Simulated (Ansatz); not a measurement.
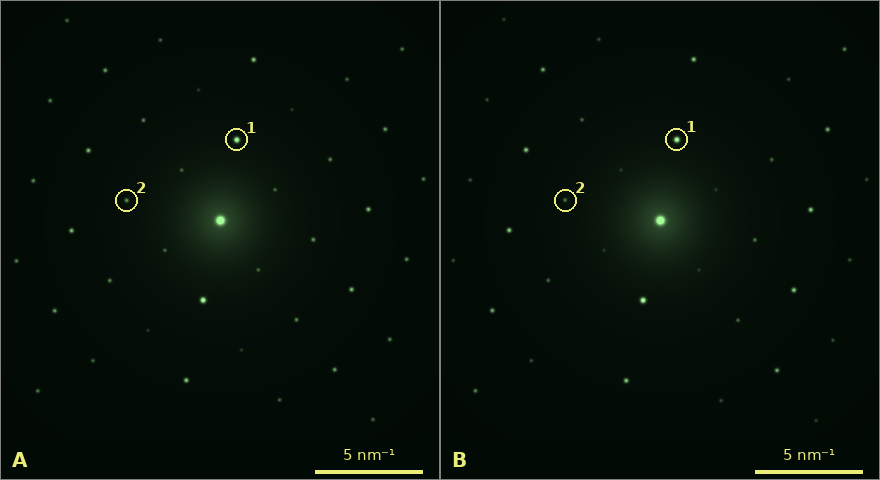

Kinematic electron diffraction patterns (200 kV, B = 0.5 Å², same scale) along [010] of the run's own cell, for the start and the end of one relaxation of Pd2Br with DFT PBE, scalar-relativistic, plane waves, PAW in Ansatz. k mesh 18×18×18. The start is a generated model structure, and the relaxation ends in the nearest stationary point of its symmetry, not necessarily the ground state. Spot 1 is 0 0 -1 and spot 2 is -2 0 1 in both.

Start structure:

```
Pd Br
1.0
    -1.82839    1.82839    4.10520
     1.82839   -1.82839    4.10520
     1.82839    1.82839   -4.10520
Pd Br
2 1
Cartesian
  0.0000 0.0000 5.6509
  0.0000 0.0000 2.5595
  0.0000 0.0000 0.0000
```

**Which pattern belongs to the start structure, and which to the relaxed one?**

B is the start: its cell gives d(1) = 2.586 Å, d(2) = 2.188 Å and an angle of 90.0°. A is the relaxed structure, with d(1) = 2.591 Å (+0.2 %), d(2) = 2.224 Å (+1.7 %) and 90.0°.

**Name reflections whose intensity changes strongly on relaxation.**

2 0 -1 goes from 3.8 to 8.5 % of the strongest spot.

**Summarise the relaxation behind the change.**

The volume changed by +6.1 % to 19.42 Å³ an atom; with the mean shift removed, the atoms moved by up to 0.17 Å relative to the cell (Pd most); the space group stayed I4/mmm (No. 139); the free energy fell by 8.1 meV an atom. Relaxed cell: a = 5.055 Å, b = 5.055 Å, c = 5.055 Å, α = 137.50°, β = 137.50°, γ = 61.66°.
